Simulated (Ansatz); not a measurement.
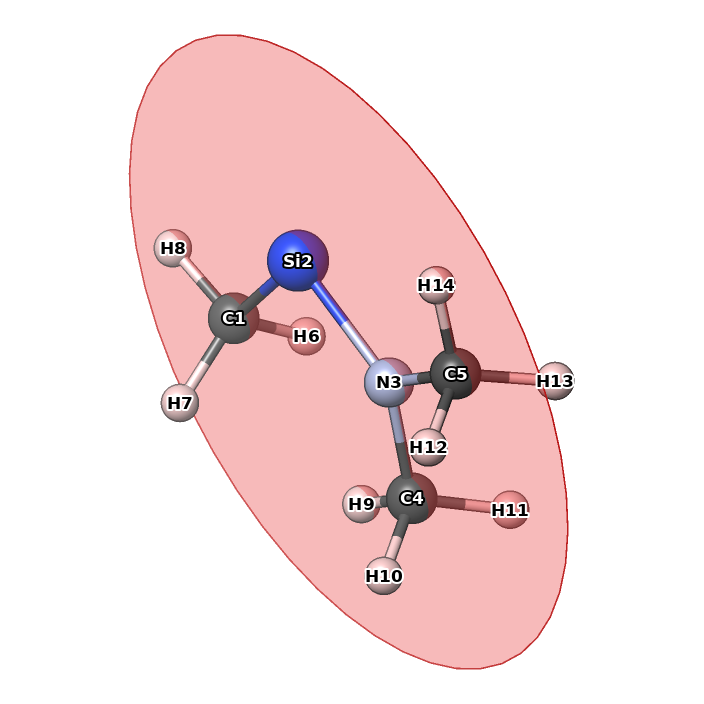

A disc through the centre of mass is drawn in. Atoms fade into the background with distance from the viewer. The computed structure is the end point of a PBE0-D4/def2-TZVP optimisation.

**Is the plane of the disc a mirror plane of the structure?**

Yes. The reflection leaves C1, Si2, N3, C4, C5, H8, H9, H14 in place and moves H6 ↔ H7; H10 ↔ H11; H12 ↔ H13. The point group is Cs.
